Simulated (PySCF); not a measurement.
# C3H4FNO: the cost of one run

Programs: PySCF 2.14.0, with routines of our own; each step states its level. All values are computed. Atoms count from 0.

### 1 The starting structure

10 atoms, charge 0, multiplicity 1; geometry from: GFN2-xTB.

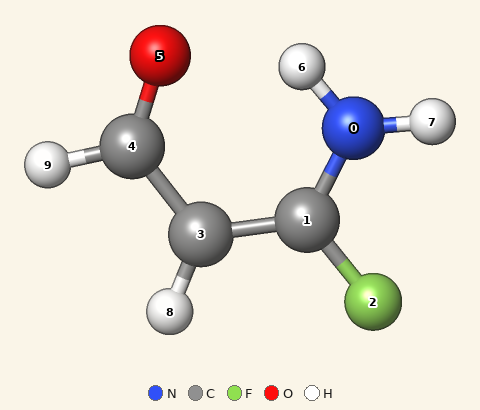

The starting geometry (nitrogen blue, carbon grey, fluorine green, oxygen red, hydrogen white).

### 2 Relaxing the molecule at CAM-B3LYP/6-31G*

Job settings and geometry (Å):

```
{"job": {"xc": "CAM-B3LYP", "basis": "6-31G*", "grid": 1, "kind": "geom"}, "charge": 0, "multiplicity": 1}
N     -1.337632    -0.622671     0.046038
C     -0.754917     0.563131    -0.076725
F     -1.601404     1.597163    -0.204606
C      0.591765     0.769726    -0.080040
C      1.472495    -0.342446     0.058840
O      1.125265    -1.511336     0.187290
H     -0.676484    -1.400294     0.144702
H     -2.336566    -0.723829     0.044725
H      0.982056     1.764739    -0.187545
H      2.544305    -0.089529     0.044793
```

Started as:

```sh
$ OMP_NUM_THREADS=1 python excited_run.py task.json out
```

One launch serves the whole session: the jobs run in the order shown.

**Question.** How long does this first job take on 1 thread of Arm Neoverse V1, shared host, and how much memory does it need?

About 46 s, with a peak of 0.5 GiB.
